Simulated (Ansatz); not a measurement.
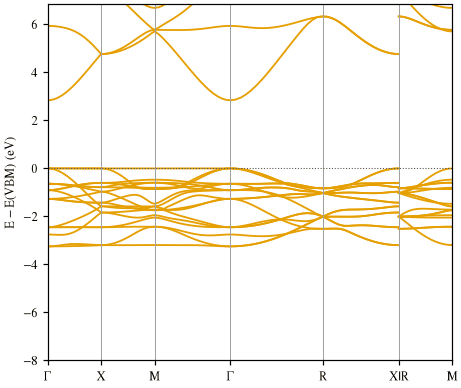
Band structure from DFT-PBEsol in the program Ansatz with PAW potentials

### Question
Read off the gap and where the band edges lie.

### Answer
About 2.8 eV (2.84 eV by a search for the band edges); maximum at Γ, minimum at Γ.

The material is MgO in space group Pm-3n (No. 223; Mg on 6c, O on 6d).

The workflow started from a Materials Project entry (that database holds measured and hypothetical structures alike); the Crystallography Open Database copy checked does not list it. It is not the phase usual at ambient conditions (space group No. 225). Symmetry was held in the PBEsol relaxation; phonons on a q-mesh show no instability.

Potentials: the later of the program's two PAW sets.
